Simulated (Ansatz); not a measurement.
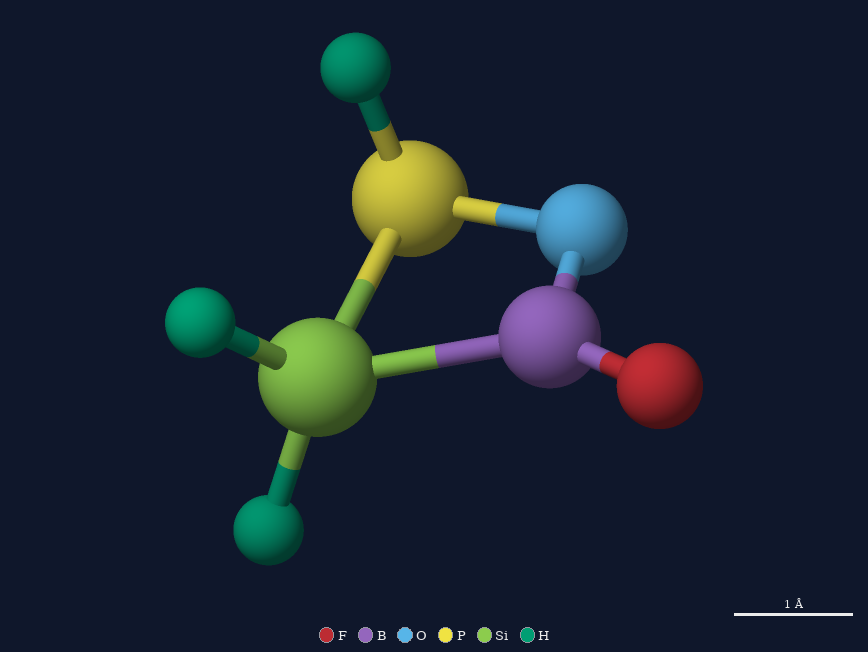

The structure as it stands in the input.

Ansatz 0.2.0 input:

```yaml
crystal:
  periodic: [false, false, false]
  atoms:
    - {symbol: F, position_ang: [0.234527, 2.447974, 0.503239]}
    - {symbol: B, position_ang: [-0.041072, 1.166992, 0.385209]}
    - {symbol: O, position_ang: [-0.656166, 0.489348, 1.392200]}
    - {symbol: P, position_ang: [-0.860402, -1.132476, 0.849615]}
    - {symbol: Si, position_ang: [0.181726, -0.298076, -1.009052]}
    - {symbol: H, position_ang: [0.348425, -1.664097, 1.390157]}
    - {symbol: H, position_ang: [1.537606, -0.812220, -1.330585]}
    - {symbol: H, position_ang: [-0.652346, -0.254646, -2.236582]}
basis:
  gaussian: {orbitals: aug-cc-pVDZ, fitting: {mean_field: def2-universal-jkfit}, nuclear_model: gaussian}
magnetization: {spin_polarized: true, initial_magnetization: 0}
hamiltonian: {xc: {name: rPW86-PBE}, dispersion: rvv10}
output: {forces: true}
```

It was started with:

```sh
ansatz run in.yaml --threads 2 --pin off --events-out ev --progress --plain --max-ram 4352MiB
```

What the program printed:

```
Functional definition: rPW86-PBE+rVV10
  name "rPW86-PBE+rVV10"
  cite "Murray, Lee & Langreth, J. Chem. Theory Comput. 5, 2754 (2009) doi:10.1021/ct900365q"
  cite "Perdew, Burke & Ernzerhof, Phys. Rev. Lett. 77, 3865 (1996) doi:10.1103/PhysRevLett.77.3865"
  cite "Vydrov & Van Voorhis, J. Chem. Phys. 133, 244103 (2010) doi:10.1063/1.3521275"
  cite "Sabatini, Gorni & de Gironcoli, Phys. Rev. B 87, 041108(R) (2013) doi:10.1103/PhysRevB.87.041108"
  parent "pbe"
  exchange = rpw86_x
  correlation = pbe_c + rvv10(6.3, 0.0093)
539 factors; integrals over basis functions are off by at most 3.5e-1 eV
mean field evaluation 1: about -22671.7192 eV, gradient 4.5e1 eV
mean field evaluation 2: about -22618.3333 eV, gradient 1.2e2 eV
mean field evaluation 4: about -22678.7466 eV, gradient 1.3e1 eV
mean field evaluation 8: about -22679.3698 eV, gradient 2.7e-1 eV
mean field evaluation 16: about -22679.3703 eV, gradient 2.0e-5 eV
mean field -22679.37026349 eV, -833.4514845540 hartree, gradient 2.0e-5 eV, S^2 0.000000; 0 other end points of the search recorded, 0 dependent functions left out
the calculation of the forces begins
reference -22679.37043289 eV, -833.4514907793 hartree; 27, 27 occupied and 123, 123 virtual orbitals, 539 factors
Total energy: -22679.37043289 eV, -833.4514907793 hartree
Atom 0 at     0.234527     2.447974     0.503239 Å, force     0.297494     1.383642     0.116045 eV/Å
Atom 1 at    -0.041072     1.166992     0.385209 Å, force     0.060275    -0.762969    -0.585546 eV/Å
Atom 2 at    -0.656166     0.489348     1.392200 Å, force    -0.129563     1.183133     1.109630 eV/Å
Atom 3 at    -0.860402    -1.132476     0.849615 Å, force    -0.930088    -1.675349    -0.316140 eV/Å
Atom 4 at     0.181726    -0.298076    -1.009052 Å, force     0.148894     0.179219    -0.213542 eV/Å
Atom 5 at     0.348425    -1.664097     1.390157 Å, force     0.445372    -0.193569     0.214472 eV/Å
Atom 6 at     1.537606    -0.812220    -1.330585 Å, force     0.285952    -0.111605    -0.070066 eV/Å
Atom 7 at    -0.652346    -0.254646    -2.236582 Å, force    -0.178336    -0.002502    -0.254852 eV/Å
Dipole moment:     0.150747    -0.272138    -0.240436 e Å
```

The calculation finished and met its thresholds.
